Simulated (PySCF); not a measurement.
**C4H9FSi: runs on many settings**

Which settings matter for C4H9FSi (`C/C([SiH3])=C/CF`)?

Programs: PySCF 2.14.0, with density-fitted response routines of our own. Each step states its level of theory. These are calculated values for one molecule in the gas phase, unless marked as measured. Atoms are numbered from 0 throughout.

### Step 1. The molecule as given

15 atoms, charge 0, multiplicity 1; geometry from: GFN2-xTB.

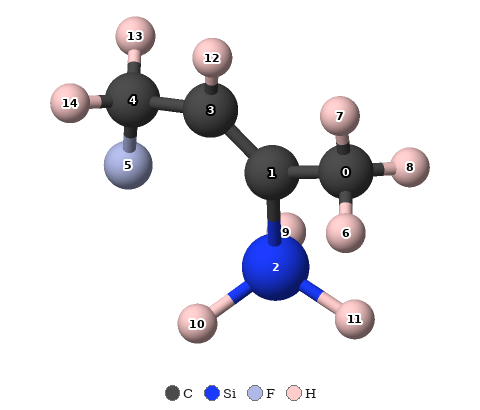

The starting geometry (carbon dark grey, silicon blue, fluorine light blue, hydrogen pink), atoms numbered.

### Step 2. Shielding tensors: PBE0/pcSseg-1

What the job is given:

```
{"job": {"kind": "nmr", "xc": "PBE0", "basis": "pcSseg-1"}, "charge": 0, "multiplicity": 1}
C      1.978160     0.119734     0.088381
C      0.483782     0.010973     0.021181
Si    -0.214632    -1.754433     0.032441
C     -0.250177     1.114638    -0.041335
C     -1.738761     1.207246    -0.113314
F     -2.357032    -0.019556    -0.110836
H      2.345961    -0.356327     0.996219
H      2.309206     1.157279     0.078221
H      2.427800    -0.400297    -0.756341
H     -0.927355    -2.030895    -1.212224
H     -1.040390    -1.970952     1.217684
H      0.954956    -2.641925     0.109098
H      0.212411     2.097262    -0.043656
H     -2.052022     1.714673    -1.035395
H     -2.136322     1.760569     0.747964
```

Method: GIAO PBE0/pcSseg-1 NMR shielding, non-relativistic, gas phase.

Launch:

```sh
> OMP_NUM_THREADS=1 python probes_run.py task.json out
```

This one command runs all jobs of the session in turn.

Output:

```text
coarse grid: 12640 points
cycle   1  E = -546.5960144636  dE =  4.649e-01  |g| = 5.051e-01  |ddm| = 3.329e+00
cycle   2  E = -546.5629239000  dE =  3.309e-02  |g| = 6.790e-01  |ddm| = 9.432e-01
cycle   3  E = -546.6462152980  dE = -8.329e-02  |g| = 8.575e-02  |ddm| = 5.646e-01
cycle   4  E = -546.6474391345  dE = -1.224e-03  |g| = 4.178e-02  |ddm| = 9.267e-02
cycle   5  E = -546.6478647583  dE = -4.256e-04  |g| = 9.130e-03  |ddm| = 4.011e-02
cycle   6  E = -546.6478811789  dE = -1.642e-05  |g| = 3.401e-03  |ddm| = 9.242e-03
cycle   7  E = -546.6478838409  dE = -2.662e-06  |g| = 3.409e-04  |ddm| = 3.441e-03
final grid: 116712 points
cycle   8  E = -546.6901328576  dE = -3.379e-05  |g| = 7.220e-03  |ddm| = 3.087e-02
cycle   9  E = -546.6901281264  dE =  4.731e-06  |g| = 8.771e-03  |ddm| = 1.377e-02
cycle  10  E = -546.6901457949  dE = -1.767e-05  |g| = 9.382e-04  |ddm| = 7.465e-03
cycle  11  E = -546.6901459278  dE = -1.330e-07  |g| = 1.878e-04  |ddm| = 8.584e-04
cycle  12  E = -546.6901459331  dE = -5.298e-09  |g| = 4.033e-05  |ddm| = 1.600e-04
cycle  13  E = -546.6901459335  dE = -3.190e-10  |g| = 1.452e-05  |ddm| = 5.206e-05
converged SCF energy = -546.6901459335

GIAO shielding tensors (ppm)
atom      isotropic    diamagn.    paramagn.     s11        s22        s33       span
  0 C      155.716     246.474     -90.758    137.378    147.431    182.338     44.960
  1 C       52.306     260.647    -208.341    -55.063     29.345    182.636    237.699
  2 Si     423.821     881.044    -457.223    380.237    430.263    460.965     80.728
  3 C       43.523     259.103    -215.580    -66.544     75.021    122.090    188.634
  4 C       97.829     240.766    -142.937     65.880     78.899    148.708     82.828
  5 F      430.409     476.745     -46.336    394.490    433.224    463.511     69.021
  6 H       29.564      29.406       0.158     25.759     28.067     34.865      9.106
  7 H       29.789      30.239      -0.450     26.132     28.527     34.708      8.576
  8 H       29.563      29.401       0.161     25.757     28.065     34.865      9.107
  9 H       27.354      29.634      -2.279     23.760     26.577     31.726      7.967
 10 H       27.355      29.634      -2.279     23.761     26.576     31.728      7.967
 11 H       27.925      29.825      -1.900     24.463     27.131     32.181      7.718
 12 H       25.594      33.325      -7.731     23.996     24.626     28.162      4.166
 13 H       26.266      27.689      -1.423     22.139     25.902     30.758      8.620
 14 H       26.265      27.690      -1.425     22.136     25.899     30.760      8.624
```

It took 25 s on 1 thread of Arm Neoverse N1, shared host; peak memory 0.72 GiB.

The references, computed at this level on geometries of the same kind, shield at (ppm): 1H TMS 31.72, 13C TMS 186.9, 29Si TMS 349.2, 19F CFCl3 170.9. Their shielding less the atom's gives the shift. The references are single molecules in the gas phase, so shifts against H2O, NH3, PH3, H3PO4 or CFCl3 are not on the usual liquid scales and can be off by tens of ppm. Atoms listed in one row are averaged.

```tsv
atoms	environment	σ (ppm)	δ (ppm)	δ scaled to CDCl3
C3	alkene CH	43.5	143.4	138.0
C1	fully substituted alkene carbon	52.3	134.6	129.5
C4	allylic sp3 CH2 bonded to F	97.8	89.1	85.0
C0	allylic methyl carbon	155.7	31.2	28.5
H12	hydrogen on an alkene CH	25.59	6.12	5.88
H13, H14	hydrogen on an allylic sp3 CH2 bonded to F	26.27	5.45	5.24
H9, H10, H11	hydrogen on a silicon bonded to C	27.54	4.17	–
H6, H7, H8	hydrogen on an allylic methyl carbon	29.64	2.08	2.07
Si2	silicon bonded to C, 3 H	423.8	-74.7	–
F5	fluorine on an sp3 carbon	430.4	-259.5	–
```

The scaled column applies a straight-line fit of computed shieldings to shifts measured in CDCl3; 19F shifts take a fit of their own (root-mean-square error 0.16 ppm for H, 1.9 ppm for C).

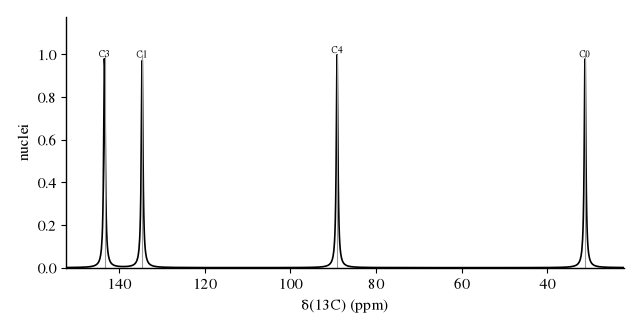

13C lines at the computed shifts, without couplings. Lines are broadened to a width of 0.45 ppm (Lorentzian).

The run also stored atomic charges by several schemes (e):

```tsv
atoms	Mulliken	IAO	Hirshfeld	ESP fit
C0	-0.19	-0.41	-0.12	-0.67
C1	-0.51	-0.25	-0.09	0.10
Si2	0.58	0.60	0.28	0.35
C3	-0.20	-0.17	-0.06	-0.23
C4	0.23	0.03	0.03	0.04
F5	-0.33	-0.31	-0.08	-0.21
```

ESP fit charges:

C0 -0.67; C1 0.10; Si2 0.35; C3 -0.23; C4 0.04; F5 -0.21; H6 0.19; H7 0.18; H8 0.19; H9 -0.08; H10 -0.08; H11 -0.11; H12 0.14; H13 0.10; H14 0.10

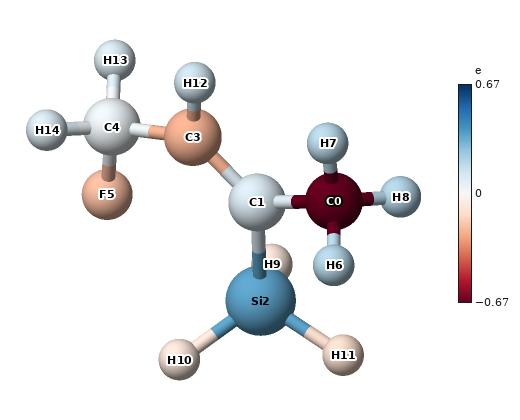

ESP fit charges, as colours on the atoms.

Mayer bond orders: C0–C1 1.06, C1–Si2 0.84, C1–C3 1.90, C3–C4 1.06, C4–F5 0.88.

### Step 3. Ultraviolet spectrum: PBE0/def2-SVPD

The job, as its differences from that of step 2:

```diff
@@ -1,2 +1,2 @@
-{"job": {"kind": "nmr", "xc": "PBE0", "basis": "pcSseg-1"}, "charge": 0, "multiplicity": 1}
+{"job": {"kind": "uv", "xc": "PBE0", "basis": "def2-SVPD", "nstates": 6, "ntriplets": 2}, "charge": 0, "multiplicity": 1}
 C      1.978160     0.119734     0.088381
```

Method: TDDFT PBE0/def2-SVPD, vertical, gas phase, core orbitals frozen in the response.

Output:

```text
coarse grid: 12640 points
cycle   1  E = -546.3432048015  dE =  4.184e-01  |g| = 4.674e-01  |ddm| = 5.232e+00
cycle   2  E = -546.3098562094  dE =  3.335e-02  |g| = 6.363e-01  |ddm| = 1.505e+00
cycle   3  E = -546.3894437174  dE = -7.959e-02  |g| = 8.393e-02  |ddm| = 8.598e-01
cycle   4  E = -546.3906314278  dE = -1.188e-03  |g| = 4.011e-02  |ddm| = 1.854e-01
cycle   5  E = -546.3910313736  dE = -3.999e-04  |g| = 8.974e-03  |ddm| = 7.834e-02
cycle   6  E = -546.3910479224  dE = -1.655e-05  |g| = 3.471e-03  |ddm| = 1.741e-02
cycle   7  E = -546.3910507839  dE = -2.861e-06  |g| = 3.450e-04  |ddm| = 6.338e-03
final grid: 116712 points
cycle   8  E = -546.4637185142  dE = -3.351e-05  |g| = 7.064e-03  |ddm| = 1.247e-01
cycle   9  E = -546.4637132024  dE =  5.312e-06  |g| = 8.724e-03  |ddm| = 2.272e-02
cycle  10  E = -546.4637312143  dE = -1.801e-05  |g| = 9.284e-04  |ddm| = 1.173e-02
cycle  11  E = -546.4637313678  dE = -1.535e-07  |g| = 1.690e-04  |ddm| = 1.162e-03
cycle  12  E = -546.4637313729  dE = -5.088e-09  |g| = 4.428e-05  |ddm| = 3.628e-04
cycle  13  E = -546.4637313733  dE = -4.243e-10  |g| = 2.045e-05  |ddm| = 1.415e-04
converged SCF energy = -546.4637313733

Static polarisability (au): isotropic 77.969, principal 60.874 79.323 93.711

Singlet excitations
state   eV       nm        f      main configurations
  1   6.6238    187.2   0.29445   H->L 0.95
  2   6.6598    186.2   0.00059   H->L+1 0.97
  3   6.8420    181.2   0.00202   H-1->L 0.90
  4   7.2114    171.9   0.00016   H->L+2 0.93
  5   7.4601    166.2   0.00081   H->L+3 0.87
  6   7.6987    161.0   0.00551   H-2->L 0.88

Triplet excitations (Tamm-Dancoff, eV): 4.1409 6.2473
```

Run time: 39 s. Hardware: 1 thread of Arm Neoverse N1, shared host; peak memory 0.82 GiB.

Frontier orbitals and where they lie:

```tsv
orbital	eV	atoms
HOMO−3	-9.69	Si2 38 %, H9 22 %, H10 22 %
HOMO−2	-9.21	Si2 36 %, H11 33 %, C1 7 %
HOMO−1	-8.67	C1 28 %, Si2 22 %, C0 12 %
HOMO	-7.31	C3 32 %, C1 31 %, C0 7 %
LUMO	-0.18	C1 30 %, C3 28 %, Si2 12 %
LUMO+1	0.53	Si2 23 %, C0 12 %, C3 11 %
LUMO+2	1.08	Si2 27 %, H12 10 %, C4 8 %
```

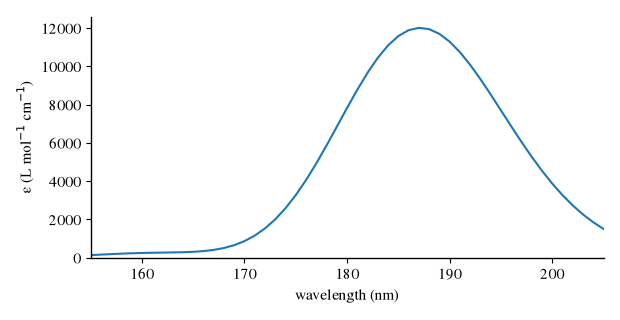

Absorption spectrum: each of the 6 states is a Gaussian band of 0.4 eV half-width at 1/e. Beyond the last state computed it falls off for lack of states.

Ground-state properties from the same run:

```tsv
property	computed
dipole moment (D)	2.16
polarisability (Å³)	11.55
HOMO–LUMO gap (eV)	7.14
−ε(HOMO) (eV)	7.31
```

### Step 4. Shielding tensors: CAM-B3LYP/pcSseg-1

The job, as its differences from that of step 3:

```diff
@@ -1,2 +1,2 @@
-{"job": {"kind": "uv", "xc": "PBE0", "basis": "def2-SVPD", "nstates": 6, "ntriplets": 2}, "charge": 0, "multiplicity": 1}
+{"job": {"kind": "nmr", "xc": "CAM-B3LYP", "basis": "pcSseg-1", "pop": false, "gauge": [2, 0, 0], "scf": {"max_cycle": 64}}, "charge": 0, "multiplicity": 1}
 C      1.978160     0.119734     0.088381
```

With the program's defaults for keys left out, this is: common gauge origin CAM-B3LYP/pcSseg-1 NMR shielding, non-relativistic, gas phase.

Output:

```text
final grid: 116712 points
cycle   1  E = -546.9425429510  dE =  5.777e-01  |g| = 5.298e-01  |ddm| = 3.299e+00
cycle   2  E = -546.9358031746  dE =  6.740e-03  |g| = 6.295e-01  |ddm| = 8.068e-01
cycle   3  E = -546.9970440223  dE = -6.124e-02  |g| = 5.695e-02  |ddm| = 4.199e-01
cycle   4  E = -546.9975379213  dE = -4.939e-04  |g| = 2.888e-02  |ddm| = 6.241e-02
cycle   5  E = -546.9977290688  dE = -1.911e-04  |g| = 6.108e-03  |ddm| = 2.835e-02
cycle   6  E = -546.9977369775  dE = -7.909e-06  |g| = 2.466e-03  |ddm| = 6.359e-03
cycle   7  E = -546.9977383601  dE = -1.383e-06  |g| = 3.161e-04  |ddm| = 2.395e-03
cycle   8  E = -546.9977383996  dE = -3.943e-08  |g| = 1.059e-04  |ddm| = 6.353e-04
cycle   9  E = -546.9977384024  dE = -2.875e-09  |g| = 3.254e-05  |ddm| = 1.729e-04
cycle  10  E = -546.9977384027  dE = -2.944e-10  |g| = 1.154e-05  |ddm| = 5.002e-05
converged SCF energy = -546.9977384027

GIAO shielding tensors (ppm)
atom      isotropic    diamagn.    paramagn.     s11        s22        s33       span
  0 C      202.121     444.012    -241.890    197.188    202.600    206.576      9.388
  1 C      129.250     530.265    -401.015    -17.272    105.244    299.778    317.049
  2 Si     439.859     961.931    -522.071    396.244    432.238    491.097     94.854
  3 C       84.161     449.749    -365.588    -70.730    137.223    185.992    256.722
  4 C      109.325     332.201    -222.876     91.439    106.798    129.739     38.300
  5 F      386.265     430.535     -44.270    336.161    347.878    474.756    138.595
  6 H       63.382     129.517     -66.134     38.994     71.164     79.988     40.995
  7 H       57.261     120.216     -62.955     39.063     62.908     69.812     30.749
  8 H       65.227     139.734     -74.507     41.382     74.182     80.116     38.734
  9 H      -11.044     -25.453      14.409    -70.839    -50.398     88.106    158.945
 10 H      -16.695     -37.859      21.164    -75.317    -58.918     84.151    159.467
 11 H       60.112     109.082     -48.969    -20.212     72.435    128.114    148.326
 12 H       47.136     108.463     -61.327      6.480     55.785     79.144     72.663
 13 H       12.966     -73.485      86.451    -26.011     -1.278     66.189     92.200
 14 H       11.068     -84.815      95.883    -28.010     -3.989     65.203     93.213
```

Run time: 18 s. Hardware: 1 thread of Arm Neoverse N1, shared host; peak memory 0.9 GiB.

It converged, yet the result is unsound: a common gauge origin replaces GIAOs, so the shieldings depend on where the origin lies. Its shieldings differ from those of step 2 (PBE0/pcSseg-1) by up to 77 ppm (C1).

(Part 1 of 2 ends here.)
